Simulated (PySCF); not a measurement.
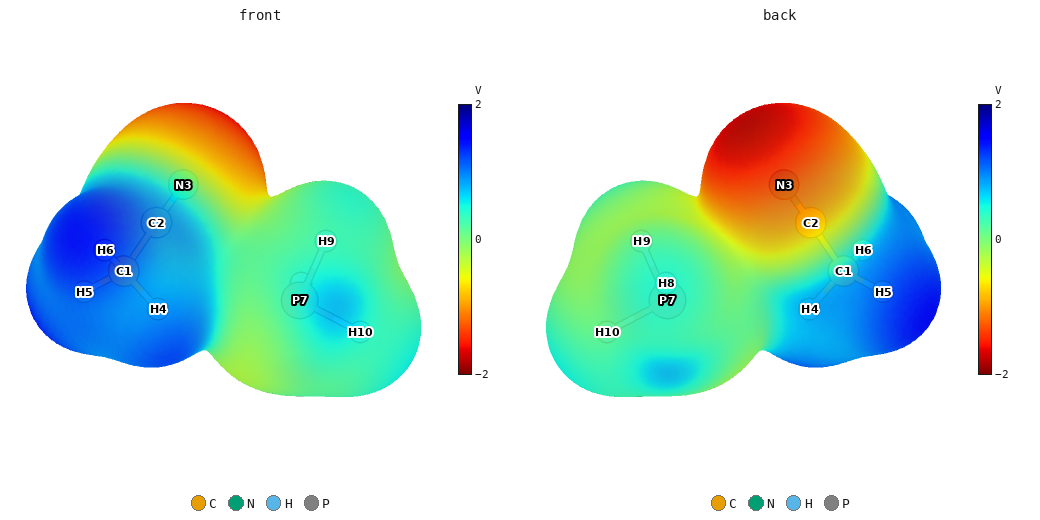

*C2H3N···PH3 (SMILES CC#N.P). The molecular electrostatic potential painted on the density surface at 0.002 e/bohr³, seen from the front and from behind; red is negative and blue positive.*

Geometry: PBE0-D3(BJ)/def2-SVPD.

Level of theory: wB97M-D3(BJ)/def2-TZVPD, SCF density, gas phase (PySCF 2.14.0).

The calculation's input:

```
{"job": {"kind": "inter", "xc": "wB97M-D3(BJ)", "basis": "def2-TZVPD", "pairs": false}, "charge": 0, "multiplicity": 1, "parts": [{"atoms": "0-5", "charge": 0, "multiplicity": 1}, {"atoms": "6-9", "charge": 0, "multiplicity": 1}]}
C     -0.699403    -0.149486    -0.302657
C      0.424226     0.189622     0.551984
N      1.309389     0.453685     1.247859
H     -1.516144    -0.543943     0.317939
H     -0.402719    -0.913129    -1.033916
H     -1.050368     0.741549    -0.840083
P     -1.015954    -0.898786     3.450279
H      0.248168    -1.491251     3.735272
H     -0.643360     0.375724     3.967551
H     -1.612523    -1.334509     4.672777
```

Run with:

```sh
OMP_NUM_THREADS=1 python cluster_run.py task.json out
```

Which sites attract a positive test charge, and which a negative one?

A positive charge is drawn to the negative regions and a negative charge to the positive ones. The most negative region (about −1.8 V) lies over N3, the most positive (about +1.5 V) over H5 and H6. N3 is the likeliest acceptor of a hydrogen bond.

How polar is the complex by this calculation?

Its dipole moment is 3.33 D.
